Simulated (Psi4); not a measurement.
**C2HClF2 (SMILES FC(F)=CCl) at HF/cc-pwCVTZ (density fitting, sweep point 5)**

What is the energy change on altering one bond length of C2HClF2 at HF/cc-pwCVTZ (density fitting, sweep point 5)? 

Program for the calculation: Psi4 1.11.

## (1) The molecule

C2HClF2: 6 atoms, total charge 0, spin state singlet. As SMILES, `FC(F)=CCl`. The coordinates come from a PBE0-D4/def2-TZVP relaxation.

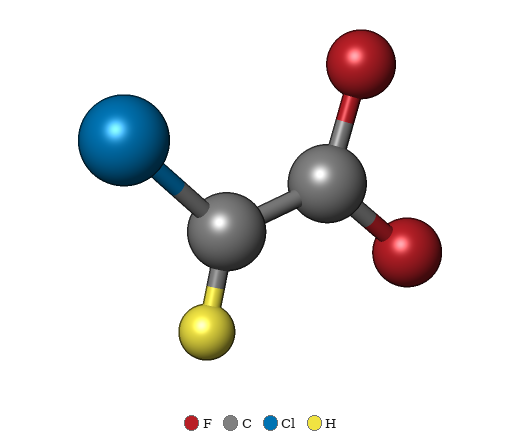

Viewed from a chosen angle; fluorine red, carbon grey, chlorine blue, hydrogen yellow.

## (2) The energy at HF/cc-pwCVTZ (density fitting, sweep point 5)

File job.py:

```python
import psi4

psi4.set_memory('1600 MB')
psi4.set_num_threads(1)
psi4.core.set_output_file('c2hclf2.out', False)

geom = psi4.geometry("""
0 1
F      1.70266214    -1.53139626     2.53608805
C      0.50578520    -1.06240403     0.41643895
F      0.36379118    -3.08520467    -0.98781654
C     -0.41264060     1.18442364    -0.16355580
Cl    -1.96344434     1.75069897    -2.93304392
H     -0.19615357     2.74388233     1.13188926
units bohr
symmetry c1
""")

options = {'puream': True, 'scf_type': 'df'}
psi4.set_options(options)

E, wfn = psi4.energy("hf/cc-pwCVTZ", return_wfn=True)
print(f'hf/cc-pwCVTZ energy: {E:.10f} Eh')
```

Started as:

```sh
$ python job.py
```

c2hclf2.out:

```text
[...]
  Running in c1 symmetry.
[...]
  Nuclear repulsion =  213.574873855641869
[...]
  Multiplicity = 1
[...]
  Nalpha       = 24
  Nbeta        = 24
[...]
    Number of basis functions: 245
[...]
   @DF-RHF iter   1:  -734.71071229914685   -3.46889e-01   1.72232e-03 ADIIS/DIIS
[...]
   @DF-RHF iter   8:  -734.77874485356517   -1.44545e-07   4.70403e-07 DIIS
[...]
    Orbital Energies [Eh]
    ---------------------
    Doubly Occupied:
       1A   -104.857566     2A    -26.361605     3A    -26.360779
       4A    -11.442486     5A    -11.307652     6A    -10.582348
       7A     -8.049098     8A     -8.047469     9A     -8.047382
      10A     -1.724494    11A     -1.658795    12A     -1.182782
      13A     -1.041895    14A     -0.893120    15A     -0.822481
      16A     -0.782506    17A     -0.762937    18A     -0.706015
      19A     -0.685828    20A     -0.665677    21A     -0.601011
      22A     -0.528530    23A     -0.471520    24A     -0.378473
[...]
  @DF-RHF Final Energy:  -734.77874485356517
   => Energetics <=
    Nuclear Repulsion Energy =            213.5748738556418687
    One-Electron Energy =               -1440.7820847604934897
    Two-Electron Energy =                 492.4284660512863638
    Total Energy =                       -734.7787448535651720
[...]
 Multipole Moments:
 ------------------------------------------------------------------------------------
     Multipole            Electronic (a.u.)      Nuclear  (a.u.)        Total (a.u.)
 ------------------------------------------------------------------------------------
 L = 1.  Multiply by 2.5417464519 to convert [e a0] to [Debye]
 Dipole X            :          0.5345056           -0.4645792            0.0699264
 Dipole Y            :         -2.2784588            2.5935583            0.3150995
 Dipole Z            :         -0.2009526            0.5147756            0.3138229
 Magnitude           :                                                    0.4501802
[...]
```

Standard output:

```text
hf/cc-pwCVTZ energy: -734.7787448536 Eh
```

It took 5.7 s on 1 thread of Intel Xeon at 2.70GHz, shared host; peak memory 0.5 GiB.

## (3) The distorted shape at the same level

File job.py:

```python
import psi4

psi4.set_memory(1600000000)
psi4.set_num_threads(1)
psi4.set_output_file('c2hclf2.out', False)

mol = psi4.geometry("""
F      2.94325978    -1.98439951     4.75159729
C      1.74638284    -1.51540728     2.63194819
F      1.60438882    -3.53820792     1.22769270
C      0.82795705     0.73142039     2.05195344
Cl    -1.96344434     1.75069897    -2.93304392
H      1.04444407     2.29087908     3.34739850
units au
symmetry c1
""")

psi4.set_options(dict(puream=True, scf_type='df'))

result = psi4.energy("scf/cc-pwCVTZ")
print(f'total energy {result:.8f} hartree = {result * 27.211386:.5f} eV')
```

Started as:

```sh
$ python job.py
```

c2hclf2.out:

```text
[...]
  Running in c1 symmetry.
[...]
  Nuclear repulsion =  179.620000847732541
[...]
  Multiplicity = 1
[...]
  Nalpha       = 24
  Nbeta        = 24
[...]
    Number of basis functions: 245
[...]
   @DF-RHF iter   1:  -734.47228075654925   -8.90513e-01   1.95284e-03 ADIIS/DIIS
[...]
   @DF-RHF iter   9:  -734.58202718426662   -2.94036e-07   5.80875e-07 DIIS
[...]
    Orbital Energies [Eh]
    ---------------------
    Doubly Occupied:
       1A   -104.821350     2A    -26.415504     3A    -26.399593
       4A    -11.510891     5A    -11.400860     6A    -10.541535
       7A     -8.007548     8A     -8.006081     9A     -8.006075
      10A     -1.769074    11A     -1.701527    12A     -1.138384
      13A     -1.012540    14A     -0.940965    15A     -0.863583
      16A     -0.825046    17A     -0.798288    18A     -0.745862
      19A     -0.727733    20A     -0.703937    21A     -0.473428
      22A     -0.429124    23A     -0.428225    24A     -0.394297
[...]
  @DF-RHF Final Energy:  -734.58202718426662
   => Energetics <=
    Nuclear Repulsion Energy =            179.6200008477325412
    One-Electron Energy =               -1372.2805179868614687
    Two-Electron Energy =                 458.0784899548622207
    Total Energy =                       -734.5820271842666216
[...]
 Multipole Moments:
 ------------------------------------------------------------------------------------
     Multipole            Electronic (a.u.)      Nuclear  (a.u.)        Total (a.u.)
 ------------------------------------------------------------------------------------
 L = 1.  Multiply by 2.5417464519 to convert [e a0] to [Debye]
 Dipole X            :          1.2205744           -0.3005266            0.9200479
 Dipole Y            :         -2.7241155            2.5336546           -0.1904609
 Dipole Z            :          0.9160355            0.8077474            1.7237829
 Magnitude           :                                                    1.9632094
[...]
```

On the terminal:

```text
total energy -734.58202718 hartree = -19988.99509 eV
```

Run time: 5.7 s. Hardware: 1 thread of Intel Xeon at 2.70GHz, shared host; peak memory 0.47 GiB.

## (4) Results

At HF/cc-pwCVTZ (density fitting, sweep point 5):

| quantity | value |
| --- | --- |
| first shape: total energy | -734.77874 Eh |
| first shape: dipole moment | 1.14 D |
| first shape: HOMO energy | -10.30 eV |
| first shape: LUMO energy | 4.22 eV |
| first shape: HOMO–LUMO gap | 14.52 eV |
| distorted shape: total energy | -734.58203 Eh |
| distorted shape: dipole moment | 4.99 D |
| distorted shape: HOMO energy | -10.73 eV |
| distorted shape: LUMO energy | -2.81 eV |
| distorted shape: HOMO–LUMO gap | 7.92 eV |
| energy change with the C4–Cl5 bond stretched from 1.706 to 3.071 Å | 5.353 eV |

What this shows: One bond (distorted shape) is far stretched, which a spin-restricted single reference describes badly; a broken-symmetry solution may lie lower. With the C4–Cl5 bond stretched from 1.706 to 3.071 Å the energy rises by 5.35 eV (516 kJ/mol). The first shape isn't relaxed at this level, so the change isn't measured from a minimum. A restricted reference can't describe the breaking bond well at this length.
